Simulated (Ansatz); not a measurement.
# ZrCl (doublet): wave-function methods side by side, def2-SVP

How much of the correlation energy of ZrCl (doublet) does each wave-function method recover here?

Computed with Ansatz 0.2.0, Gaussian basis. Level: def2-SVP, core rule «outside noble gas», up to 9 orbitals frozen.

To be run: UHF; CCSD(T) on ROHF; CCSD(T) on UHF; CISD; CCSDT(Q) on ROHF; CCSDT(Q) on UHF.

26 further runs of the same task are left out: 10 for a known fault of the program, 5 that didn't finish, 11 set aside as unsound or not needed.

## 1. The system

The geometry is a PBE0/def2-TZVP stationary point (not a proven minimum). No spin-orbit coupling is included. Elements past krypton take def2 core potentials.

2 atoms, charge 0, spin multiplicity 2.

Atoms are counted from 1 here; the program's logs count them from 0.

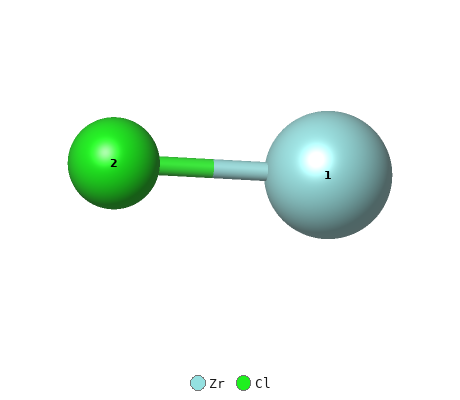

The geometry (zirconium light teal, chlorine green); atoms are numbered from 1 in the order of the file.

In the tables R marks a restricted open-shell determinant and U an unrestricted one; energies count from the table's Hartree-Fock row.

## 2. UHF

File in.yaml:

```yaml
crystal:
  periodic: [false, false, false]
  atoms:
    - {symbol: Zr, position_ang: [0.000000, 0.000000, 0.000000]}
    - {symbol: Cl, position_ang: [0.000000, 0.000000, 2.304496]}
basis:
  gaussian: {orbitals: def2-SVP}
magnetization: {spin_polarized: true, initial_magnetization: 1}
hamiltonian: {xc: hf}
output: {orbitals: {seedname: orbitals}}
```

The run is started by

```console
ansatz run in.yaml --threads 1 --pin off --events-out ev --progress --plain --max-ram 2393MiB
```

Log:

```text
Functional definition: HF
  name "HF"
  cite "Fock, Z. Phys. 61, 126 (1930) doi:10.1007/BF01340294"
  parent pbe
  exchange = exact_x
  correlation = 0
488 factors; integrals over basis functions are off by at most 1.1e-3 eV
mean field evaluation 1: about -13763.5766 eV, gradient 1.3e1 eV
mean field evaluation 2: about -13763.5825 eV, gradient 1.3e1 eV
mean field evaluation 4: about -13765.3011 eV, gradient 1.8e0 eV
mean field evaluation 8: about -13765.4584 eV, gradient 7.0e-1 eV
mean field evaluation 16: about -13765.6939 eV, gradient 1.3e-5 eV
mean field evaluation 32: about -13765.0722 eV, gradient 5.8e-2 eV
mean field evaluation 64: about -13765.6402 eV, gradient 7.0e-1 eV
mean field evaluation 96: about -13765.6464 eV, gradient 1.5e-1 eV
mean field evaluation 128: about -13762.8611 eV, gradient 7.3e0 eV
mean field evaluation 160: about -13765.5121 eV, gradient 4.0e0 eV
mean field evaluation 192: about -13765.3304 eV, gradient 1.4e-1 eV
mean field evaluation 224: about -13765.5819 eV, gradient 3.3e-1 eV
mean field evaluation 256: about -13764.9895 eV, gradient 3.1e-1 eV
mean field evaluation 288: about -13764.5238 eV, gradient 2.2e-1 eV
mean field evaluation 320: about -13765.2904 eV, gradient 1.2e0 eV
mean field evaluation 352: about -13761.2239 eV, gradient 5.0e0 eV
mean field evaluation 384: about -13765.0372 eV, gradient 1.2e-6 eV
mean field evaluation 416: about -13765.0561 eV, gradient 1.2e0 eV
mean field -13765.69391613 eV, -505.8799206953 hartree, gradient 5.4e-6 eV, S^2 1.401930; 17 other end points of the search recorded, 0 dependent functions left out
reference -13765.69391613 eV, -505.8799206953 hartree; 15, 14 occupied and 34, 35 virtual orbitals, 488 factors
Total energy: -13765.69391613 eV, -505.8799206953 hartree
```

Wall time 4.3 s (1 thread of Arm Neoverse V1, shared host).

From the report: ⟨S²⟩ of the determinant 1.402 (pure doublet: 0.75). The determinant is far from a pure spin state, so its energy mixes those of several spin states (harmless only where they are near-degenerate, as at dissociation).

## 3. CCSD(T) on ROHF

File in.yaml:

```yaml
crystal:
  periodic: [false, false, false]
  atoms:
    - {symbol: Zr, position_ang: [0.000000, 0.000000, 0.000000]}
    - {symbol: Cl, position_ang: [0.000000, 0.000000, 2.304496]}
basis:
  gaussian: {orbitals: def2-SVP}
magnetization: {spin_polarized: false, initial_magnetization: 1}
correlation: {method: ccsd_t, electrons: outside_noble_gas}
output: {forces: true}
```

The command is unchanged.

Log, shortened:

```text
Functional definition: HF
  name "HF"
  cite "Fock, Z. Phys. 61, 126 (1930) doi:10.1007/BF01340294"
  parent pbe
[...]
488 factors; integrals over basis functions are off by at most 1.1e-3 eV
[...]
mean field -13765.29912071 eV, -505.8654122313 hartree, gradient 2.3e-6 eV, S^2 0.750000; 22 other end points of the search recorded, 0 dependent functions left out
[...]
determinant -13765.29912071 eV, -505.8654122313 hartree, with singles and doubles -13771.10773018 eV, -506.0788746922 hartree
determinant -13764.80718431 eV, -505.8473339019 hartree, with singles and doubles -13770.62078145 eV, -506.0609796562 hartree
determinant -13764.47506190 eV, -505.8351286284 hartree, with singles and doubles -13769.95833058 eV, -506.0366350357 hartree
determinant -13764.47445774 eV, -505.8351064262 hartree, with singles and doubles -13769.93629164 eV, -506.0358251199 hartree
[...]
determinant -13764.80718431 eV, -505.8473339019 hartree, with singles and doubles -13770.73087217 eV, -506.0650254156 hartree
[...]
unrestricted determinant -13765.69391613 eV, -505.8799206953 hartree, S^2 1.4019
9 core orbitals not correlated: weight in the atoms' cores, before any rotation towards them, 0.992 or more for the frozen orbitals, at most 0.007 for the correlated occupied ones
reference -13765.29912071 eV, -505.8654122313 hartree; 6, 5 occupied and 34, 35 virtual orbitals, 488 factors
second order -5.12207756 eV of doubles, -0.01123434 eV of singles
cycle   1  -5.82170323 eV  change   -1.2e-6 eV  update   5.1e-6
[...]
cycle   7  -5.82169982 eV  change    1.1e-7 eV  update   2.0e-7
perturbative correction -0.20797711 eV, -0.0076430176 hartree
[...]
Total energy: -13771.32879764 eV, -506.0869987712 hartree
Atom 0 at     0.000000     0.000000     0.000000 Å, force     0.000000     0.000000    -0.127721 eV/Å
Atom 1 at     0.000000     0.000000     2.304496 Å, force    -0.000000    -0.000000     0.127721 eV/Å
Dipole moment:     0.000000     0.000000    -0.285012 e Å
```

It took 21 s on 1 thread of Arm Neoverse V1, shared host.

From the report: correlation -6.0297 eV; T1 0.037; largest double amplitude 0.11.

## 4. CCSD(T) on UHF

Edit in.yaml of step 3 so:

```diff
@@ -7,3 +7,3 @@
   gaussian: {orbitals: def2-SVP}
-magnetization: {spin_polarized: false, initial_magnetization: 1}
+magnetization: {spin_polarized: true, initial_magnetization: 1}
 correlation: {method: ccsd_t, electrons: outside_noble_gas}
```

Same command.

Log, shortened:

```text
Functional definition: HF
  name "HF"
  cite "Fock, Z. Phys. 61, 126 (1930) doi:10.1007/BF01340294"
  parent pbe
[...]
488 factors; integrals over basis functions are off by at most 1.1e-3 eV
[...]
mean field -13765.69391613 eV, -505.8799206953 hartree, gradient 9.8e-6 eV, S^2 1.401929; 44 other end points of the search recorded, 0 dependent functions left out
determinant -13765.69391613 eV, -505.8799206953 hartree, with singles and doubles -13771.11706566 eV, -506.0792177647 hartree
determinant -13765.41311304 eV, -505.8696013721 hartree, with singles and doubles -13770.75417082 eV, -506.0658816251 hartree
determinant -13765.33113035 eV, -505.8665885637 hartree, with singles and doubles -13770.72290440 eV, -506.0647326055 hartree
determinant -13765.25997008 eV, -505.8639734721 hartree, with singles and doubles -13771.05491803 eV, -506.0769338813 hartree
[...]
determinant -13765.25997008 eV, -505.8639734721 hartree, with singles and doubles -13771.11394328 eV, -506.0791030194 hartree
determinant -13764.86334313 eV, -505.8493977007 hartree, with no singles and doubles
9 core orbitals not correlated: weight in the atoms' cores, before any rotation towards them, 0.990 or more for the frozen orbitals, at most 0.008 for the correlated occupied ones
reference -13765.69391613 eV, -505.8799206953 hartree; 6, 5 occupied and 34, 35 virtual orbitals, 488 factors
second order -4.72103490 eV of doubles, -0.00000000 eV of singles
cycle   1  -5.47029550 eV  change   -1.7e-6 eV  update   3.8e-6
[...]
cycle  13  -5.47029387 eV  change   -2.1e-8 eV  update   4.4e-8
perturbative correction -0.19322439 eV, -0.0071008653 hartree
[...]
Total energy: -13771.35743439 eV, -506.0880511525 hartree
Atom 0 at     0.000000     0.000000     0.000000 Å, force    -0.000000    -0.000000    -0.107097 eV/Å
Atom 1 at     0.000000     0.000000     2.304496 Å, force     0.000000    -0.000000     0.107097 eV/Å
Dipole moment:    -0.000000    -0.000000    -0.291431 e Å
```

Wall time 53 s (1 thread of Arm Neoverse V1, shared host).

From the report: ⟨S²⟩ of the determinant 1.402 (pure doublet: 0.75); correlation -5.6635 eV; T1 0.083; largest double amplitude 0.12. The determinant is far from a pure spin state, so its energy mixes those of several spin states (harmless only where they are near-degenerate, as at dissociation).

## 5. CISD

File in.yaml:

```yaml
crystal:
  periodic: [false, false, false]
  atoms:
    - {symbol: Zr, position_ang: [0.000000, 0.000000, 0.000000]}
    - {symbol: Cl, position_ang: [0.000000, 0.000000, 2.304496]}
basis:
  gaussian: {orbitals: def2-SVP}
magnetization: {spin_polarized: false, initial_magnetization: 1}
correlation: {active_space: {ras: {orbitals: [5, 1, 34], electrons: 11, max_holes: 2, max_particles: 2}, fixed_orbitals: true}}
```

Same command.

Log, shortened:

```text
Functional definition: HF
  name "HF"
  cite "Fock, Z. Phys. 61, 126 (1930) doi:10.1007/BF01340294"
  parent pbe
[...]
488 factors; integrals over basis functions are off by at most 1.1e-3 eV
[...]
mean field -13765.29912071 eV, -505.8654122313 hartree, gradient 2.3e-6 eV, S^2 0.750000; 17 other end points of the search recorded, 0 dependent functions left out
reference -13765.29912071 eV, -505.8654122313 hartree; 15, 14 occupied and 34, 35 virtual orbitals, 488 factors
state -13770.58021499 eV, -506.0594888663 hartree
Total energy: -13770.58021499 eV, -506.0594888663 hartree
```

Wall time 5.5 s (1 thread of Arm Neoverse V1, shared host).

From the report: 20,088 determinants.

## 6. CCSDT(Q) on ROHF

Edit in.yaml of step 5 so:

```diff
@@ -8,2 +8,2 @@
 magnetization: {spin_polarized: false, initial_magnetization: 1}
-correlation: {active_space: {ras: {orbitals: [5, 1, 34], electrons: 11, max_holes: 2, max_particles: 2}, fixed_orbitals: true}}
+correlation: {method: ccsdt_q, electrons: outside_noble_gas}
```

Launched as before.

Log, shortened:

```text
Functional definition: HF
  name "HF"
  cite "Fock, Z. Phys. 61, 126 (1930) doi:10.1007/BF01340294"
  parent pbe
[...]
832 factors; integrals over basis functions are off by at most 2.4e-7 eV
[...]
mean field -13765.29917185 eV, -505.8654141105 hartree, gradient 4.8e-6 eV, S^2 0.750000; 23 other end points of the search recorded, 0 dependent functions left out
[...]
determinant -13765.29917185 eV, -505.8654141105 hartree, with singles and doubles -13771.10778947 eV, -506.0788768709 hartree
determinant -13764.80722846 eV, -505.8473355245 hartree, with singles and doubles -13770.62083563 eV, -506.0609816473 hartree
determinant -13764.47513746 eV, -505.8351314052 hartree, with singles and doubles -13769.95841439 eV, -506.0366381159 hartree
determinant -13764.47453296 eV, -505.8351091903 hartree, with singles and doubles -13769.93633657 eV, -506.0358267708 hartree
[...]
determinant -13762.08489646 eV, -505.7472916687 hartree, with singles and doubles -13767.63205417 eV, -505.9511459544 hartree
determinant -13765.29917185 eV, -505.8654141105 hartree, with singles and doubles -13771.12088222 eV, -506.0793580206 hartree
determinant -13764.80722846 eV, -505.8473355245 hartree, with singles and doubles -13770.73094362 eV, -506.0650280414 hartree
[...]
unrestricted determinant -13765.69397024 eV, -505.8799226837 hartree, S^2 1.4019
9 core orbitals not correlated: weight in the atoms' cores, before any rotation towards them, 0.992 or more for the frozen orbitals, at most 0.007 for the correlated occupied ones
reference -13765.29917185 eV, -505.8654141105 hartree; 6, 5 occupied and 34, 35 virtual orbitals, 832 factors
second order -5.12209428 eV of doubles, -0.01123436 eV of singles
cycle   1  -5.50584471 eV  change   -3.7e-1 eV  update   1.0e-1
[...]
cycle  41  -6.07066663 eV  change   -3.3e-7 eV  update   3.3e-7
perturbative correction -0.01193151 eV, -0.0004384747 hartree
Total energy: -13771.38176998 eV, -506.0889454689 hartree
```

Run time: 69 s. Hardware: 1 thread of Arm Neoverse V1, shared host; peak memory 0.5 GiB.

From the report: correlation -6.0826 eV; T1 0.035; largest double amplitude 0.15.

## 7. CCSDT(Q) on UHF

Edit in.yaml of step 6 so:

```diff
@@ -7,3 +7,3 @@
   gaussian: {orbitals: def2-SVP}
-magnetization: {spin_polarized: false, initial_magnetization: 1}
+magnetization: {spin_polarized: true, initial_magnetization: 1}
 correlation: {method: ccsdt_q, electrons: outside_noble_gas}
```

Same command.

Log, shortened:

```text
Functional definition: HF
  name "HF"
  cite "Fock, Z. Phys. 61, 126 (1930) doi:10.1007/BF01340294"
  parent pbe
[...]
832 factors; integrals over basis functions are off by at most 2.4e-7 eV
[...]
mean field -13765.69397024 eV, -505.8799226837 hartree, gradient 2.5e-6 eV, S^2 1.401932; 48 other end points of the search recorded, 0 dependent functions left out
determinant -13765.69397024 eV, -505.8799226837 hartree, with singles and doubles -13771.11712595 eV, -506.0792199801 hartree
determinant -13765.41316964 eV, -505.8696034522 hartree, with singles and doubles -13770.75422974 eV, -506.0658837906 hartree
determinant -13765.33118790 eV, -505.8665906788 hartree, with singles and doubles -13770.72296554 eV, -506.0647348522 hartree
determinant -13765.26002308 eV, -505.8639754199 hartree, with singles and doubles -13771.05498092 eV, -506.0769361924 hartree
[...]
determinant -13765.33118790 eV, -505.8665906788 hartree, with singles and doubles -13770.94678268 eV, -506.0729599804 hartree
determinant -13765.26002308 eV, -505.8639754199 hartree, with singles and doubles -13771.11400324 eV, -506.0791052228 hartree
determinant -13764.86338811 eV, -505.8493993536 hartree, with singles and doubles -13770.73418901 eV, -506.0651473072 hartree
9 core orbitals not correlated: weight in the atoms' cores, before any rotation towards them, 0.990 or more for the frozen orbitals, at most 0.008 for the correlated occupied ones
reference -13765.69397024 eV, -505.8799226837 hartree; 6, 5 occupied and 34, 35 virtual orbitals, 832 factors
second order -4.72104349 eV of doubles, -0.00000000 eV of singles
cycle   1  -5.06085834 eV  change   -3.4e-1 eV  update   9.6e-2
[...]
cycle  38  -5.70278917 eV  change   -1.4e-7 eV  update   4.2e-7
perturbative correction -0.01922314 eV, -0.0007064375 hartree
Total energy: -13771.41598254 eV, -506.0902027575 hartree
```

It took 1.7 min on 1 thread of Arm Neoverse V1, shared host; peak memory 0.41 GiB.

From the report: ⟨S²⟩ of the determinant 1.402 (pure doublet: 0.75); correlation -5.7220 eV; T1 0.093; largest double amplitude 0.15. The determinant is far from a pure spin state, so its energy mixes those of several spin states (harmless only where they are near-degenerate, as at dissociation).

## 8. All levels against the top one

No level here is safe as a reference; RCCSDT(Q) serves as a yardstick only. Rows without a time come out of other runs: HF, MP2 and CCSD of CCSD(T), CCSDT of CCSDT(Q). The times of RCCSD(T), UCCSD(T) include forces.

Differences are taken before rounding.

| method | energy from the lowest RHF (meV) | from RCCSDT(Q) (meV) | time |
| --- | --- | --- | --- |
| RHF | 0.0 | +6082.6 |  |
| UHF | -394.8 | +5687.9 |  |
| RMP2 | -5133.3 | +949.3 |  |
| UMP2 | -5115.8 | +966.8 |  |
| RCCSD | -5821.7 | +260.9 |  |
| UCCSD | -5865.1 | +217.6 |  |
| RCCSD(T) | -6029.7 | +53.0 | 21 s |
| UCCSD(T) | -6058.3 | +24.3 | 53 s |
| RCCSDT | -6070.7 | +11.9 |  |
| UCCSDT | -6097.6 | -15.0 |  |
| RCCSDT(Q) | -6082.6 | 0 | 69 s |
| UCCSDT(Q) | -6116.9 | -34.2 | 1.7 min |

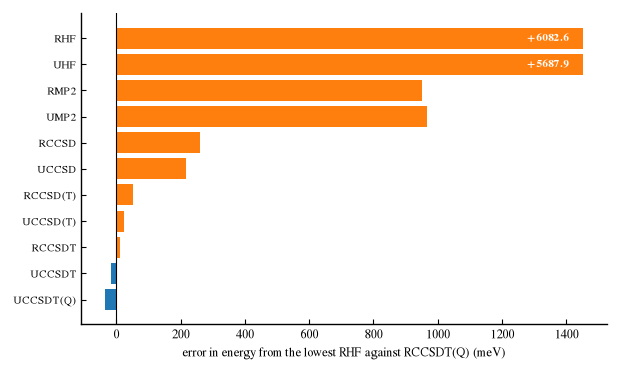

Error of each method against RCCSDT(Q). Bars with a number in them are cut short.

Not comparable, so not listed: CISD (they don't share determinant, frozen orbitals or solution with the rows shown, or repeat one).

With the free atoms at the same levels and basis (separate runs), the atomisation energy is 4.464 eV at RCCSDT(Q), 4.449 eV at RCCSD(T), 4.397 eV at UCCSD(T), 3.336 eV at RHF.

## 9. Summary of results

| quantity | value |
| --- | --- |
| RCCSDT(Q) below the RHF energy | -6.0826 eV |
| RMP2 from RCCSDT(Q) | +949.3 meV |
| UMP2 from RCCSDT(Q) | +966.8 meV |
| RCCSD from RCCSDT(Q) | +260.9 meV |
| RCCSD(T) from RCCSDT(Q) | +53.0 meV |
| UCCSD(T) from RCCSDT(Q) | +24.3 meV |
| UCCSDT(Q) from RCCSDT(Q) | -34.2 meV |
| T1 diagnostic | 0.037 |

**Reading.** RCCSD(T) lands +53.0 meV from the yardstick (0.9 % of the correlation energy). CCSD(T) misses by +53.0 meV on the restricted determinant and by +24.3 meV on the unrestricted one; the two need not hold the same state or core. Warnings: spin contamination.
